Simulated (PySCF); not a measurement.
**C$_{3}$H$_{7}$F$_{3}$GeO: excited-state calculation**

C$_{3}$H$_{7}$F$_{3}$GeO, SMILES CC[O][GeH2][C](F)(F)F, computed with TDDFT wB97X/6-31G*, vertical, gas phase, core orbitals frozen in the response (PySCF 2.14.0).

The geometry comes from this level: GFN2-xTB. It belongs to a series of runs on one base structure; here: wB97X/6-31G*; 3 states; guess huckel.

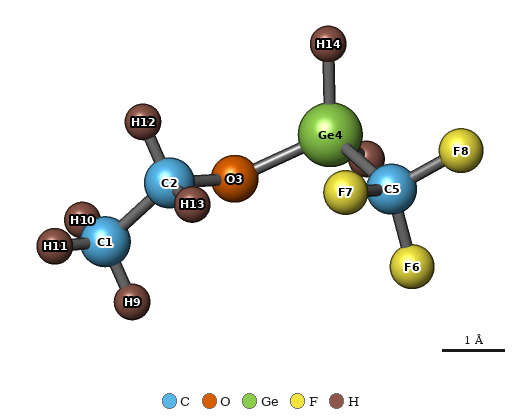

Figure 1. The structure (ball-and-stick view, seen at a tilt; atoms are numbered from 1 in the order of the input). Sticks mark near contacts.

**Key numbers**

```csv
quantity,value
outcome,converged
total energy,−2569.927077 hartree
HOMO,−10.22 eV
LUMO,2.48 eV
dipole moment,1.80 D
mean polarisability,59.68 a.u.
lowest singlet excitation,7.17 eV
hardware,"1 CPU thread, shared host"
wall time,43 s
peak memory,0.71 GiB
```

Settings chosen away from the usual ones: wB97X/6-31G*; 3 states; guess huckel. Spin–orbit coupling is left out, which matters for the heavy atoms.

**Input file**
```
{"job": {"kind": "uv", "xc": "wB97X", "basis": "6-31G*", "nstates": 3, "ntriplets": 2, "tda": false, "scf": {"guess": "huckel"}}, "charge": 0, "multiplicity": 1}
C     -2.387108    -0.616290     0.643630
C     -1.194123     0.310652     0.483288
O     -0.503367    -0.057279    -0.711036
Ge     1.027360     0.445059    -1.324882
C      2.454971    -0.063386     0.030447
F      2.638249    -1.393394     0.084950
F      2.121519     0.327910     1.277885
F      3.656093     0.480188    -0.222388
H     -2.048740    -1.646859     0.708769
H     -3.048392    -0.522949    -0.213590
H     -2.932677    -0.360683     1.547840
H     -1.529902     1.350422     0.404432
H     -0.531361     0.223938     1.350571
H      1.135466     1.938588    -1.538131
H      1.137598    -0.407926    -2.543697
```

The first line tells a small driver script what to run in PySCF; the rest is the geometry in Å.

Run as:
```bash
OMP_NUM_THREADS=1 python <driver script> task.json out
```

**Log**
```
final grid: 130288 points
cycle   1  E = -2567.9657333951  dE = -1.220e+00  |g| = 3.306e+00  |ddm| = 4.834e+00
cycle   2  E = -2568.1692261288  dE = -2.035e-01  |g| = 3.028e+00  |ddm| = 3.575e+00
cycle   3  E = -2569.9062177404  dE = -1.737e+00  |g| = 3.083e-01  |ddm| = 1.901e+00
cycle   4  E = -2569.9210147278  dE = -1.480e-02  |g| = 1.753e-01  |ddm| = 3.681e-01
cycle   5  E = -2569.9267816030  dE = -5.767e-03  |g| = 3.958e-02  |ddm| = 1.442e-01
cycle   6  E = -2569.9270583629  dE = -2.768e-04  |g| = 6.143e-03  |ddm| = 3.243e-02
cycle   7  E = -2569.9270754423  dE = -1.708e-05  |g| = 2.049e-03  |ddm| = 1.460e-02
cycle   8  E = -2569.9270770581  dE = -1.616e-06  |g| = 6.631e-04  |ddm| = 4.122e-03
cycle   9  E = -2569.9270772128  dE = -1.547e-07  |g| = 2.034e-04  |ddm| = 1.251e-03
cycle  10  E = -2569.9270772241  dE = -1.123e-08  |g| = 9.022e-05  |ddm| = 3.042e-04
cycle  11  E = -2569.9270772260  dE = -1.943e-09  |g| = 2.740e-05  |ddm| = 1.087e-04
cycle  12  E = -2569.9270772263  dE = -3.515e-10  |g| = 9.294e-06  |ddm| = 5.845e-05
converged SCF energy = -2569.9270772263

Static polarisability (au): isotropic 59.684, principal 54.457 56.724 67.870

Singlet excitations
state   eV       nm        f      main configurations
  1   7.1667    173.0   0.00110   H->L 0.92
  2   7.9455    156.0   0.02309   H-1->L 0.88
  3   8.6575    143.2   0.05406   H->L+1 0.78, H-1->L+1 0.11

Triplet excitations (Tamm-Dancoff, eV): 6.7653 7.4278
```

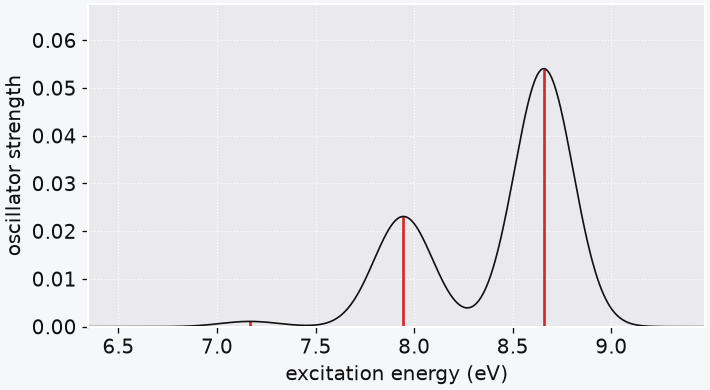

Figure 2. Computed excitations as sticks (degenerate states added up, dark ones marked on the axis), with a Gaussian envelope of 0.35 eV full width at half maximum, scaled to the tallest. Of the 3 states the lowest lies at 7.17 eV (f = 0.001); the strongest line is at 8.66 eV, or 143 nm (f = 0.054).

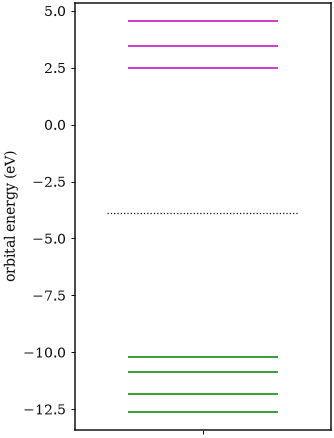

Figure 3. Orbital energies near the frontier; the dotted line parts filled from empty levels, and levels within 0.02 eV of each other stand side by side. Highest filled −10.22 eV, lowest empty 2.48 eV, 12.70 eV apart.
